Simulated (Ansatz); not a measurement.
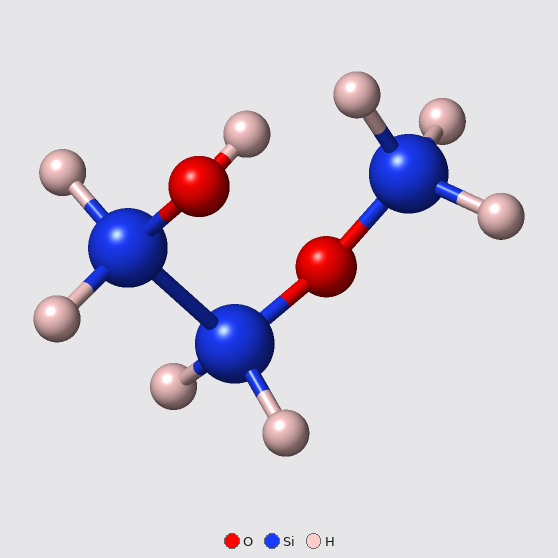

Figure made from data computed with Ansatz.

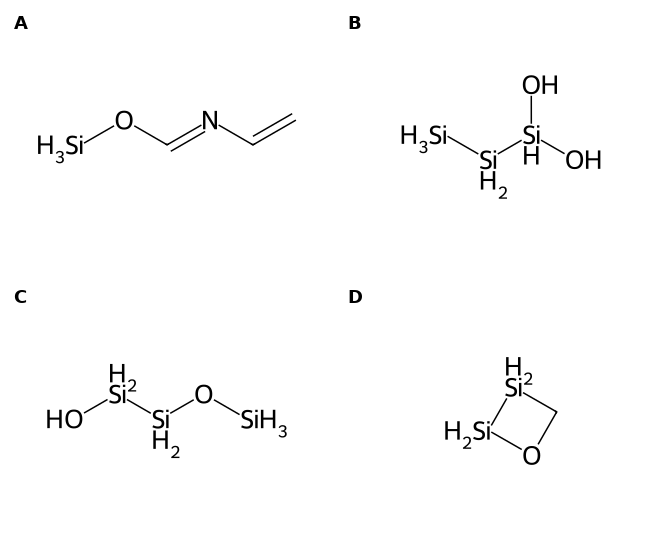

> The first picture shows one of the molecules drawn in the second. Which?

C, `O[SiH2][SiH2]O[SiH3]`.
